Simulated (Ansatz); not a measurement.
Consider C₂H₈F₂N₂Si (SMILES CN([SiH3])C(N)(F)F).

Input

```
crystal:
  periodic: [false, false, false]
  atoms:
    - { symbol: C, position_ang: [-0.6771, 0.5198, 1.2641] }
    - { symbol: "N", position_ang: [-0.1054, -0.3085, 0.2428] }
    - { symbol: Si, position_ang: [1.1702, -1.3164, 0.7054] }
    - { symbol: C, position_ang: [0.1202, 0.432, -0.9935] }
    - { symbol: "N", position_ang: [-1.2297, 0.7299, -1.5651] }
    - { symbol: F, position_ang: [0.7515, 1.5738, -0.8236] }
    - { symbol: F, position_ang: [0.7062, -0.3089, -1.9284] }
    - { symbol: H, position_ang: [-1.6476, 0.99, 0.9112] }
    - { symbol: H, position_ang: [-0.9522, 0.0195, 2.2087] }
    - { symbol: H, position_ang: [-0.0721, 1.4036, 1.5556] }
    - { symbol: H, position_ang: [1.4264, -2.3358, -0.3079] }
    - { symbol: H, position_ang: [0.8383, -1.977, 2.0024] }
    - { symbol: H, position_ang: [2.3478, -0.4451, 0.9247] }
    - { symbol: H, position_ang: [-1.6768, -0.1549, -1.7185] }
    - { symbol: H, position_ang: [-1.0215, 1.1273, -2.4487] }
basis:
  gaussian: { orbitals: def2-SVP }
hamiltonian:
  xc: pbe
relax:
  f_tol: 0.015
  max_steps: 40
output:
  orbitals: {}
```

Launched as:

```sh
ansatz run input.yaml --threads 2 --pin off --max-ram 3072MiB --backend cpu --events-out ev --progress --plain --runs-dir out
```

The fields are those of the relaxed geometry.

These are results of RKS PBE/def2-SVP (Ansatz 0.2.0), not measurements.

Question: Predict the electron density and electron localisation function between the atoms.

Answer: C–F (1.41 Å): ρ at the midpoint is about 1.9 e/Å³, with its minimum of 1.6 e/Å³ about 0.5 Å from C; the ELF peaks at about 0.80 between the atoms, as expected for a shared but strongly polarised pair.
C–N (1.41 Å): the density is about 2.1 e/Å³ at the midpoint; the ELF peaks at about 0.90 between the atoms; localised, covalent bonding.
C–N (1.46 Å): ρ at the midpoint is about 1.8 e/Å³; the ELF peaks at about 0.90 between the atoms (localised, covalent bonding).
C–H (1.11 Å): the density is about 1.9 e/Å³ at the midpoint; the ELF climbs to about 1 towards the hydrogen, as it does in any bond to H: an ordinary covalent bond to hydrogen.

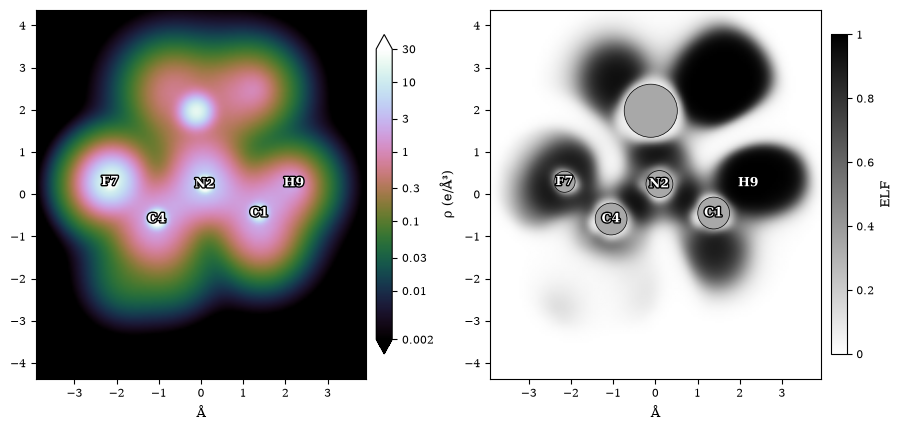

Computed electron density and electron localisation function on the plane of atoms N2, C4 and F7, in this order. Grey discs cover the atomic cores in the ELF map. 
